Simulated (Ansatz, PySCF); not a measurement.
Torsion H3–S1–Sn2–H4 in H2SSn (SMILES [SH][SnH]); at each angle all else is relaxed with GFN2-xTB, and the levels are single points there.
Geometry at 180° (charge 0, multiplicity 1):
```xyz
4

S     -1.156     0.538     0.480
Sn     1.058     0.618    -0.471
H     -1.625    -0.463    -0.264
H      1.522     1.991     0.632
```
Energies count from the point at 180°.

Cores are frozen in the correlated methods. Filled d and f shells under p-block atoms count as core. CBS: X⁻³ extrapolation of the correlation energy, Hartree–Fock from the larger set. Rows in STO-3G carry no dispersion term and start afresh at each structure; the Pople sets are all-electron and without relativity.

Run with Ansatz (Gaussian basis) for Hartree–Fock, density functionals and correlated methods; PySCF for STO-3G rows. Values without a source in brackets are computed. In def2 rows elements past Kr take small-core potentials, without spin–orbit coupling.

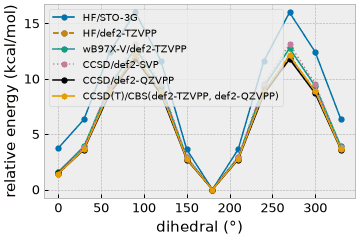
*Relative energy along the coordinate*

Q: Read off the HF/STO-3G curve at dihedral = 330.

A: about 6.3 kcal/mol

Ansatz is an electronic-structure program.
